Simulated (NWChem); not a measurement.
# One shape, several levels: C3H9NSi (SMILES C=CN(C)[SiH3])

We compute a comparison of 4 runs (HF/3-21G, HF/def2-SVP, PBE/3-21G, PBE0/def2-SVP) of C3H9NSi. 

The results are computed with NWChem 7.3.0.

## 1. The system as given

C3H9NSi has 14 atoms, charge 0, and is taken as a singlet. SMILES: `C=CN(C)[SiH3]`. Geometry: relaxed at PBE0-D4/def2-TZVP. This is one conformer, not always the lowest.

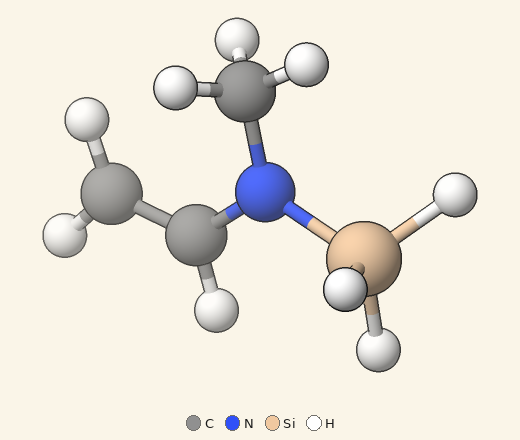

The structure, seen from a chosen angle (carbon grey, nitrogen blue, silicon light orange, hydrogen white).

## 2. Energy and gradient at HF/3-21G (run 1)

The input, c3h9nsi.xyz:

```xyz
14

C     -1.862100     1.139300    -0.107000
C     -1.151600     0.029800    -0.327300
N      0.193300    -0.154400    -0.080700
C      0.925400     0.963200     0.468500
Si     0.957000    -1.703400    -0.206600
H     -2.911000     1.157000    -0.366600
H     -1.438000     2.037400     0.322200
H     -1.640600    -0.841400    -0.754700
H      0.848900     1.835500    -0.189900
H      0.545000     1.249300     1.456500
H      1.981700     0.706600     0.569500
H      1.176100    -2.348200     1.119300
H      2.288400    -1.533500    -0.845200
H      0.074500    -2.566400    -1.029400
```

The input, run.py:

```python
from ase.io import read
from ase.calculators.nwchem import NWChem

system = read('c3h9nsi.xyz')

calc = NWChem(
    label='c3h9nsi',
    theory='scf',
    memory='2200 mb',
    basis='3-21G',
    basispar='spherical bse',
    scf={'nopen': '0', 'rhf': None, 'thresh': '1e-08', 'maxiter': '80'},
)
system.calc = calc

forces = system.get_forces()
e = system.get_potential_energy()
print(f"E = {e:.6f} eV")
print("forces (eV/A):")
for s, f in zip(system.symbols, forces):
    print(f"{s:2s} {f[0]:10.5f} {f[1]:10.5f} {f[2]:10.5f}")
print("dipole (e A):", system.get_dipole_moment().round(4))
```

Launch:

```console
$ export ASE_NWCHEM_COMMAND="nwchem PREFIX.nwi > PREFIX.nwo"
$ python run.py
```

The log of the run:

```text
E = -12509.346654 eV
forces (eV/A):
C     0.09513   -0.34674   -0.08937
C    -1.02474    0.51767   -0.17288
N    -0.25145    0.03594    0.07415
C     0.49118    0.87957    0.31028
Si    0.50553   -0.74521   -0.05692
H     0.35908    0.05446    0.12202
H    -0.22939   -0.36633   -0.19489
H     0.10804    0.41945    0.16105
H     0.04469   -0.27655    0.22816
H     0.13251   -0.09277   -0.31177
H    -0.27840    0.13478   -0.01136
H     0.00422   -0.07353   -0.01805
H     0.00237   -0.09266   -0.03625
H     0.04134   -0.04808   -0.00417
dipole (e A): [ 0.1741 -0.0498  0.0485]
```

The calculator wrote c3h9nsi.nwi:

```
title "c3h9nsi"

permanent_dir c3h9nsi

scratch_dir c3h9nsi

start c3h9nsi

geometry units angstrom nocenter noautosym noautoz
  C  -1.8621000000000001e+00 1.1393000000000000e+00 -1.0700000000000000e-01
  C  -1.1516000000000000e+00 2.9800000000000000e-02 -3.2729999999999998e-01
  N  1.9330000000000000e-01 -1.5440000000000001e-01 -8.0699999999999994e-02
  C  9.2540000000000000e-01 9.6319999999999995e-01 4.6850000000000003e-01
  Si 9.5699999999999996e-01 -1.7034000000000000e+00 -2.0660000000000001e-01
  H  -2.9110000000000000e+00 1.1570000000000000e+00 -3.6659999999999998e-01
  H  -1.4379999999999999e+00 2.0373999999999999e+00 3.2219999999999999e-01
  H  -1.6406000000000001e+00 -8.4140000000000004e-01 -7.5470000000000004e-01
  H  8.4889999999999999e-01 1.8354999999999999e+00 -1.8990000000000001e-01
  H  5.4500000000000004e-01 1.2493000000000001e+00 1.4564999999999999e+00
  H  1.9817000000000000e+00 7.0660000000000001e-01 5.6950000000000001e-01
  H  1.1760999999999999e+00 -2.3481999999999998e+00 1.1193000000000000e+00
  H  2.2884000000000002e+00 -1.5335000000000001e+00 -8.4519999999999995e-01
  H  7.4499999999999997e-02 -2.5663999999999998e+00 -1.0294000000000001e+00
end

memory 2200 mb

basis spherical bse noprint
   * library 3-21G
end

scf
  nopen 0
  rhf
  thresh 1e-08
  maxiter 80
end

task scf gradient
```

c3h9nsi.nwo:

```text
Northwest Computational Chemistry Package (NWChem) 7.3.0
             --------------------------------------------------------

           Job information
           ---------------

    nwchem branch   = 7.3.0
    use scalapack   = T
    input           = c3h9nsi.nwi
    prefix          = c3h9nsi.
    data base       = c3h9nsi/c3h9nsi.db
    status          = startup
    nproc           =        1

           Memory information
           ------------------

    heap     =     72089598 doubles =      550.0 Mbytes
    stack    =     72089595 doubles =      550.0 Mbytes
    global   =    144179200 doubles =     1100.0 Mbytes (distinct from heap & stack)
    total    =    288358393 doubles =     2200.0 Mbytes
    verify   = yes
    hardfail = no

           Directory information
           ---------------------

  0 permanent = c3h9nsi
  0 scratch   = c3h9nsi

                                NWChem Input Module
                                -------------------

                                      c3h9nsi
                                      -------

[... 133 lines left out ...]
 Convergence threshold     :          1.000E-08
[... 13 lines left out ...]
       Final RHF  results
[... 3 lines left out ...]
      One-electron energy =  -1086.063626457914
[... 1 line left out ...]
 Nuclear repulsion energy =    229.347499420891
[... 42 lines left out ...]
                       ROHF Final Molecular Orbital Analysis
[... 262 lines left out ...]
     1   1 0 0      0.328935      0.000000      5.945645
[... 8 lines of this table left out ...]
     2   0 0 2    -32.624695      0.000000     32.096660

                              NWChem Gradients Module
                              -----------------------

                                      c3h9nsi

  wavefunction    =   RHF

                         RHF ENERGY GRADIENTS

    atom               coordinates                        gradient
                 x          y          z           x          y          z
   1 C      -3.518859   2.152965  -0.202201   -0.001850   0.006743   0.001738
   2 C      -2.176208   0.056314  -0.618507    0.019928  -0.010067   0.003362
   3 N       0.365284  -0.291774  -0.152501    0.004890  -0.000699  -0.001442
[... 10 lines of this table left out ...]
  14 H       0.140785  -4.849793  -1.945284   -0.000804   0.000935   0.000081

                 ----------------------------------------
                 |  Time  |  1-e(secs)   |  2-e(secs)   |
                 ----------------------------------------
                 |  CPU   |       0.00   |       0.59   |
                 ----------------------------------------
                 |  WALL  |       0.00   |       0.59   |
                 ----------------------------------------

 Task  times  cpu:        4.6s     wall:        4.6s
 Total times  cpu:        4.6s     wall:        4.6s
```

Run time: 5.7 s. Hardware: 1 thread of Intel Xeon 6975P-C (Granite Rapids), shared host; peak memory 0.097 GiB.

## 3. Energy and gradient at HF/def2-SVP (run 2)

c3h9nsi.xyz is that of step 2.

The input, run.py:

```python
from ase.io import read
from ase.calculators.nwchem import NWChem

mol = read('c3h9nsi.xyz')

calc = NWChem(
    label='c3h9nsi',
    theory='scf',
    memory='2200 mb',
    basis='def2-SVP',
    basispar='spherical bse',
    scf={'nopen': '0', 'rhf': None, 'thresh': '1e-08', 'maxiter': '80'},
)
mol.calc = calc

forces = mol.get_forces()
print("Total energy (eV):", round(mol.get_potential_energy(), 6))
print("forces (eV/A):")
for s, f in zip(mol.symbols, forces):
    print(f"{s:2s} {f[0]:10.5f} {f[1]:10.5f} {f[2]:10.5f}")
print("dipole (e A):", mol.get_dipole_moment().round(4))
```

Launch:

```console
$ export ASE_NWCHEM_COMMAND="nwchem PREFIX.nwi > PREFIX.nwo"
$ python run.py
```

The log of the run:

```text
Total energy (eV): -12571.502794
forces (eV/A):
C     0.08680   -0.31398   -0.07893
C    -0.37584    0.35008   -0.00278
N     0.07343    0.11498    0.09009
C     0.05497    0.18404    0.04222
Si    0.19618   -0.35008   -0.05970
H    -0.00535    0.00494    0.01167
H    -0.06721   -0.04386   -0.04052
H    -0.04386    0.13457    0.03435
H     0.06633   -0.07765    0.08567
H     0.07580   -0.02072   -0.08279
H    -0.06453    0.04695    0.00720
H    -0.00792    0.02587   -0.10778
H    -0.09256   -0.07014    0.04052
H     0.10377    0.01512    0.06063
dipole (e A): [ 0.1606 -0.0184  0.035 ]
```

The calculator wrote c3h9nsi.nwi:

```
title "c3h9nsi"

permanent_dir c3h9nsi

scratch_dir c3h9nsi

start c3h9nsi

geometry units angstrom nocenter noautosym noautoz
  C  -1.8621000000000001e+00 1.1393000000000000e+00 -1.0700000000000000e-01
  C  -1.1516000000000000e+00 2.9800000000000000e-02 -3.2729999999999998e-01
  N  1.9330000000000000e-01 -1.5440000000000001e-01 -8.0699999999999994e-02
  C  9.2540000000000000e-01 9.6319999999999995e-01 4.6850000000000003e-01
  Si 9.5699999999999996e-01 -1.7034000000000000e+00 -2.0660000000000001e-01
  H  -2.9110000000000000e+00 1.1570000000000000e+00 -3.6659999999999998e-01
  H  -1.4379999999999999e+00 2.0373999999999999e+00 3.2219999999999999e-01
  H  -1.6406000000000001e+00 -8.4140000000000004e-01 -7.5470000000000004e-01
  H  8.4889999999999999e-01 1.8354999999999999e+00 -1.8990000000000001e-01
  H  5.4500000000000004e-01 1.2493000000000001e+00 1.4564999999999999e+00
  H  1.9817000000000000e+00 7.0660000000000001e-01 5.6950000000000001e-01
  H  1.1760999999999999e+00 -2.3481999999999998e+00 1.1193000000000000e+00
  H  2.2884000000000002e+00 -1.5335000000000001e+00 -8.4519999999999995e-01
  H  7.4499999999999997e-02 -2.5663999999999998e+00 -1.0294000000000001e+00
end

memory 2200 mb

basis spherical bse noprint
   * library def2-SVP
end

scf
  nopen 0
  rhf
  thresh 1e-08
  maxiter 80
end

task scf gradient
```

c3h9nsi.nwo:

```text
Northwest Computational Chemistry Package (NWChem) 7.3.0
             --------------------------------------------------------

           Job information
           ---------------

    nwchem branch   = 7.3.0
    use scalapack   = T
    input           = c3h9nsi.nwi
    prefix          = c3h9nsi.
    data base       = c3h9nsi/c3h9nsi.db
    status          = startup
    nproc           =        1

           Memory information
           ------------------

    heap     =     72089598 doubles =      550.0 Mbytes
    stack    =     72089595 doubles =      550.0 Mbytes
    global   =    144179200 doubles =     1100.0 Mbytes (distinct from heap & stack)
    total    =    288358393 doubles =     2200.0 Mbytes
    verify   = yes
    hardfail = no

           Directory information
           ---------------------

  0 permanent = c3h9nsi
  0 scratch   = c3h9nsi

                                NWChem Input Module
                                -------------------

                                      c3h9nsi
                                      -------

[... 133 lines left out ...]
 Convergence threshold     :          1.000E-08
[... 13 lines left out ...]
       Final RHF  results
[... 3 lines left out ...]
      One-electron energy =  -1088.976814496616
[... 1 line left out ...]
 Nuclear repulsion energy =    229.347499420891
[... 42 lines left out ...]
                       ROHF Final Molecular Orbital Analysis
[... 277 lines left out ...]
     1   1 0 0      0.303569      0.000000      5.945645
[... 8 lines of this table left out ...]
     2   0 0 2    -32.073874      0.000000     32.096660

                              NWChem Gradients Module
                              -----------------------

                                      c3h9nsi

  wavefunction    =   RHF

                         RHF ENERGY GRADIENTS

    atom               coordinates                        gradient
                 x          y          z           x          y          z
   1 C      -3.518859   2.152965  -0.202201   -0.001688   0.006106   0.001535
   2 C      -2.176208   0.056314  -0.618507    0.007309  -0.006808   0.000054
   3 N       0.365284  -0.291774  -0.152501   -0.001428  -0.002236  -0.001752
[... 10 lines of this table left out ...]
  14 H       0.140785  -4.849793  -1.945284   -0.002018  -0.000294  -0.001179

                 ----------------------------------------
                 |  Time  |  1-e(secs)   |  2-e(secs)   |
                 ----------------------------------------
                 |  CPU   |       0.01   |       3.63   |
                 ----------------------------------------
                 |  WALL  |       0.01   |       3.63   |
                 ----------------------------------------

 Task  times  cpu:       24.5s     wall:       24.5s
 Total times  cpu:       24.5s     wall:       24.5s
```

Run time: 26 s. Hardware: 1 thread of Intel Xeon 6975P-C (Granite Rapids), shared host; peak memory 0.099 GiB.

Run 3 isn't shown in full; the table further down has it.

## 4. Energy and forces at PBE0/def2-SVP (run 4)

The input, nw.nw:

```
start nw
title "C3H9NSi gradient"
memory stack 880 mb heap 220 mb global 1100 mb
geometry noautosym nocenter noautoz
  C       -1.862100       1.139300      -0.107000
  C       -1.151600       0.029800      -0.327300
  N        0.193300      -0.154400      -0.080700
  C        0.925400       0.963200       0.468500
  Si       0.957000      -1.703400      -0.206600
  H       -2.911000       1.157000      -0.366600
  H       -1.438000       2.037400       0.322200
  H       -1.640600      -0.841400      -0.754700
  H        0.848900       1.835500      -0.189900
  H        0.545000       1.249300       1.456500
  H        1.981700       0.706600       0.569500
  H        1.176100      -2.348200       1.119300
  H        2.288400      -1.533500      -0.845200
  H        0.074500      -2.566400      -1.029400
end
basis "ao basis" spherical bse
  * library def2-SVP
end
dft
  xc pbe0
  grid fine
  convergence energy 1e-08
  iterations 100
  mulliken
end
task dft gradient
```

Launch:

```console
$ nwchem nw.nw > nw.out
```

The log of the run:

```text
[...]
          Wavefunction type:  closed shell.
          No. of atoms     :    14
          No. of electrons :    48
[...]
          Charge           :     0
          Spin multiplicity:     1
[...]
          AO basis - number of functions:   119
[...]
              XC Information
              --------------
                         PBE0 Method XC Functional
                     Hartree-Fock (Exact) Exchange  0.250
          PerdewBurkeErnzerhof Exchange Functional  0.750
            Perdew 1991 LDA Correlation Functional  1.000 local
           PerdewBurkeErnz. Correlation Functional  1.000 non-local
[...]
 d= 0,ls=0.0,diis     1   -463.3609112820 -6.93D+02  6.04D-03  3.52D-01     3.2
[...]
 d= 0,ls=0.0,diis    10   -463.4081907335 -1.66D-09  2.81D-07  1.88D-09    27.8
         Total DFT energy =     -463.408190733470
      One electron energy =    -1089.677327478807
           Coulomb energy =      444.043211330871
    Exchange-Corr. energy =      -47.121574006424
 Nuclear repulsion energy =      229.347499420891
[...]
      Total Density - Mulliken Population Analysis
     ---------------------------------------------
    Atom       Charge   Shell Charges
 -----------   ------   -------------------------------------------------------
    1 C    6     6.17   1.99  0.87  0.26  2.09  0.93  0.02
    2 C    6     5.90   1.99  0.91  0.16  2.05  0.74  0.06
    3 N    7     7.49   1.99  0.98  0.51  2.48  1.52  0.02
    4 C    6     5.93   1.99  0.89  0.12  2.10  0.78  0.04
    5 Si  14    13.53   2.00  1.98  1.02  0.16  5.93  1.29  0.89  0.25
    6 H    1     0.96   0.74  0.19  0.03
    7 H    1     0.97   0.74  0.20  0.03
    8 H    1     0.97   0.75  0.20  0.02
    9 H    1     0.94   0.74  0.18  0.02
   10 H    1     0.95   0.74  0.18  0.02
[...]
  wavefunction    = closed shell
                         DFT ENERGY GRADIENTS
    atom               coordinates                        gradient
                 x          y          z           x          y          z
   1 C      -3.518859   2.152965  -0.202201    0.001760  -0.002011  -0.000339
   2 C      -2.176208   0.056314  -0.618507   -0.003721   0.001351  -0.000248
   3 N       0.365284  -0.291774  -0.152501    0.000818  -0.007447  -0.001223
   4 C       1.748752   1.820184   0.885337    0.002339   0.004869   0.002236
   5 Si      1.808468  -3.218959  -0.390417   -0.003329   0.006021   0.000259
   6 H      -5.500992   2.186413  -0.692774    0.006795  -0.000217   0.001660
   7 H      -2.717426   3.850128   0.608870   -0.002292  -0.005587  -0.002596
   8 H      -3.100284  -1.590015  -1.426176    0.003328   0.005061   0.002575
   9 H       1.604188   3.468592  -0.358859    0.000148  -0.004802   0.003011
  10 H       1.029901   2.360835   2.752386    0.001648  -0.001898  -0.005061
  11 H       3.744870   1.335280   1.076199   -0.005538   0.000784  -0.000720
[...]
```

Wall time 34 s (1 thread of Intel Xeon 6975P-C (Granite Rapids), shared host); peak memory 0.13 GiB.

## 5. Overview of the runs

```tsv
run	level	iteration cap	module	energy (Eh)	dipole moment (D)	HOMO energy (eV)	LUMO energy (eV)	wall time
1	HF/3-21G	80	scf	-459.710014	0.90	-8.17	4.47	5.7 s
2	HF/def2-SVP	80	scf	-461.994210	0.79	-8.43	4.21	26 s
3	PBE/3-21G	100	dft	-461.070431	1.06	-4.37	0.25	35 s
4	PBE0/def2-SVP	100	dft	-463.408191	0.92	-5.90	0.81	34 s
```

## 6. Outcome

```
                       quantity          value
            run 4: total energy  -463.40819 Eh
           run 4: dipole moment         0.92 D
             run 4: HOMO energy       -5.90 eV
             run 4: LUMO energy        0.81 eV
           run 4: HOMO–LUMO gap        6.71 eV
run 4: largest force on an atom     0.390 eV/Å
```

In words: The dipole moment (its size) runs from 0.79 D (HF/def2-SVP) to 1.06 D (PBE/3-21G). The two ends differ in method and basis. The HOMO–LUMO gap runs from 4.63 eV (PBE/3-21G) to 12.64 eV (HF/3-21G). Exact exchange widens orbital gaps. Totals of different functionals can't be ranked against each other. All runs together took 1.7 min, the longest 35 s.
